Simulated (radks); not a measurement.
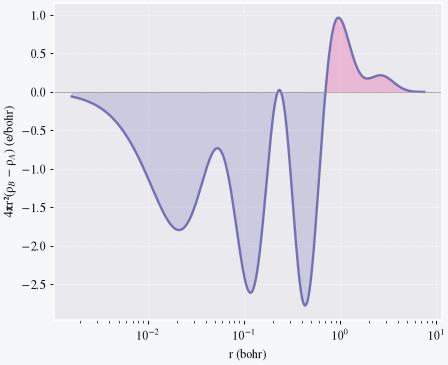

Two nuclei with the same 30 electrons, [Ar] 3d10 4s2, were computed: Ga⁺; Ge²⁺. Theory: non-relativistic Kohn-Sham, exchange-only LDA, spin-polarised, spherical densities, point nucleus (computed with the in-house radial solver radks).

The plot shows the radial density of run B less that of run A; on the logarithmic r axis, areas aren't charges.

Assign A and B and describe the change of the density.

A is Ge²⁺; B is Ga⁺. B holds 1.0 electrons more than A where the difference is positive (most at r = 0.96 bohr) and 1.0 electrons fewer where it is negative (most at r = 0.43 bohr), with no net change. The larger nuclear charge draws every shell in.
